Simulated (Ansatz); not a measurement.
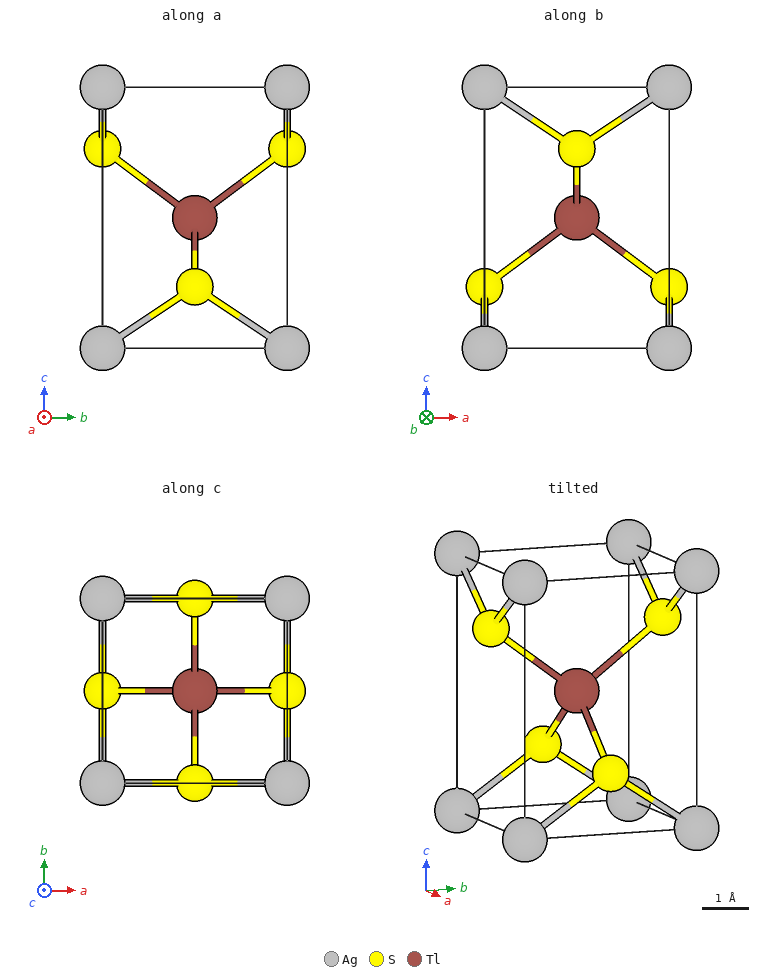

Ball-and-stick drawing of the structure, looking along the a axis, along the b axis, along the c axis and slightly off an axis. The wireframe shows the conventional unit cell.

Lattice parameters: a = 4.0826 Å, b = 4.0826 Å, c = 5.7717 Å, α = 90.000°, β = 90.000°, γ = 90.000°.

Write the structure as a CIF with its space group and independent sites, with free fractional coordinates to two decimals.

Answer.
```cif
data_structure
_symmetry_space_group_name_H-M 'P -4 m 2'
_symmetry_Int_Tables_number 115
_cell_length_a 4.0826
_cell_length_b 4.0826
_cell_length_c 5.7717
_cell_angle_alpha 90.000
_cell_angle_beta 90.000
_cell_angle_gamma 90.000
_cell_volume 96.20
loop_
_atom_site_label
_atom_site_type_symbol
_atom_site_symmetry_multiplicity
_atom_site_Wyckoff_symbol
_atom_site_fract_x
_atom_site_fract_y
_atom_site_fract_z
_atom_site_occupancy
Ag1 Ag 1 a 0.00 0.00 0.00 1
S1 S 2 g 0.00 0.50 0.24 1
Tl1 Tl 1 c 0.50 0.50 0.50 1
```

The structure was taken from a structure type filled with these elements by a generator (whether the compound takes this form wasn't checked). The picture shows the end point of a geometry optimisation with DFT, LDA, plane waves, PAW in Ansatz.
